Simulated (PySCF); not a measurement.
# H8NPSi2 (SMILES [SiH3]N([SiH3])P): what the fields show

Input file:

```
{"job": {"kind": "nmr", "xc": "PBE0", "basis": "pcSseg-2"}, "charge": 0, "multiplicity": 1}
Si     0.450086    -1.277569     1.211657
N      0.117092    -0.171800    -0.112175
Si    -0.663234     1.391650     0.033480
P      0.613929    -0.716551    -1.690755
H     -0.044724    -0.636026     2.464448
H      1.914941    -1.548185     1.334559
H     -0.245923    -2.585371     1.012664
H     -0.991028     1.651095     1.466110
H     -1.916434     1.419458    -0.783774
H      0.241955     2.464982    -0.482976
H      1.270580     0.467175    -2.165211
H     -0.576669    -0.430166    -2.437912
```

Run with:

```sh
OMP_NUM_THREADS=1 python cluster_run.py task.json out
```

Geometry: PBE0-D3(BJ)/def2-SVP.

These are results of PySCF, PBE0/pcSseg-2, SCF density, gas phase, non-relativistic, not measurements.

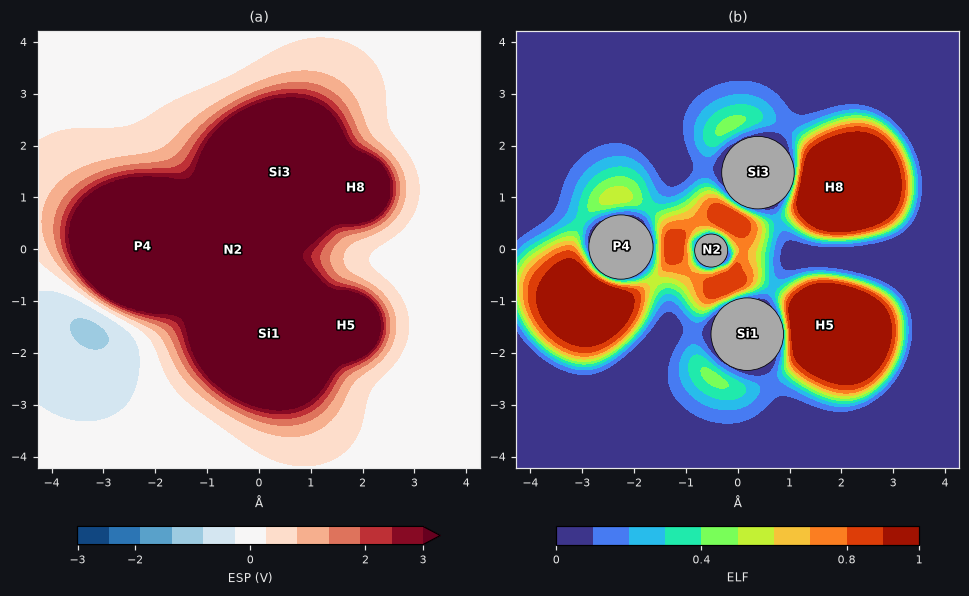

Figure 1. (a) molecular electrostatic potential; (b) electron localisation function on the plane of atoms Si1, N2 and Si3. Grey discs cover the atomic cores in the ELF map.

What does the map show?

The section cuts through Si, N, P and H sites. P–N (1.74 Å): the ELF peaks at about 0.90 between the atoms; a polar covalent bond. Si–N (1.75 Å): the ELF peaks at about 0.90 between the atoms, as expected for a polar covalent bond. Si–H (1.49 Å): the ELF climbs to about 1 towards the hydrogen, as it does in any bond to H. The ELF also peaks beside P4, away from the bonds: lone-pair regions. Outside the dense part of the molecule the potential is most negative (−0.9 V) near P4.

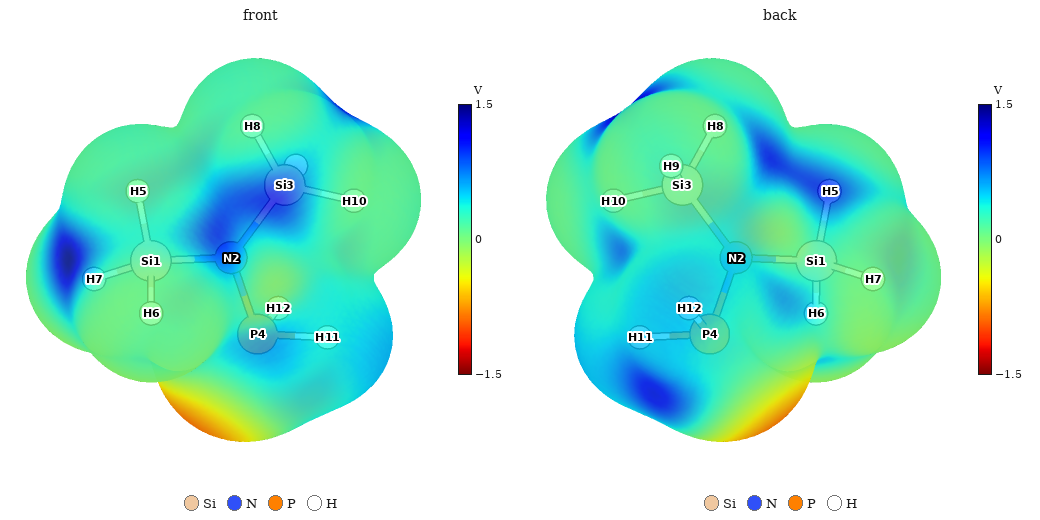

Figure 2. The molecular electrostatic potential painted on the density surface at 0.002 e/bohr³, seen from the front and from behind; red is negative and blue positive.

Where is the surface potential most negative and most positive?

The most negative region (about −0.8 V, or −18 kcal/mol for a unit charge) lies over P4, the most positive (about +1.3 V, or +30 kcal/mol for a unit charge) over Si1 and Si3.

What dipole moment does the calculation give?

Its dipole moment is 0.66 D.
